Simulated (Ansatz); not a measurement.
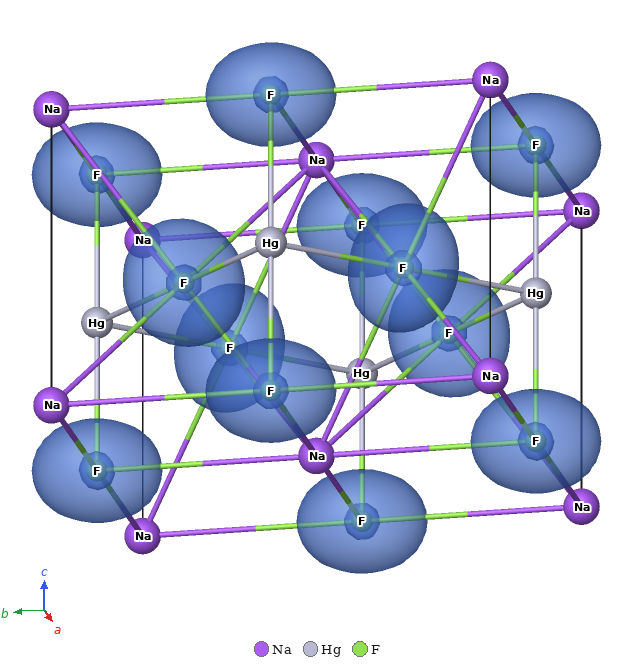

NaHgF3. Isosurface of the ELF at 0.65 (blue), seen at an oblique angle. Only the valence region is drawn (cores and ρ < 0.01 e/Å³ removed). Sticks mark near contacts.

Space group Cmmm; started from the cubic perovskite prototype, which need not be the ambient phase; changed on purpose from its base cell (shear xy strain -4.0%).

These are results of DFT, HSE06, plane waves, PAW in Ansatz 0.2.0, not measurements.

Describe the localisation domains.

Answer. At this value the surface marks out six regions wrapped around F (the valence shell of each), counted in one cell of 10 atoms. Regions shared between cells count once. Profiles from the grid: Hg–F (2.25 Å): the ELF is about 0.10 at the midpoint; no shared electron pair shows on this line. Na–F (3.12 Å): the ELF is about 0 at the midpoint: no shared electron pair shows on this line.
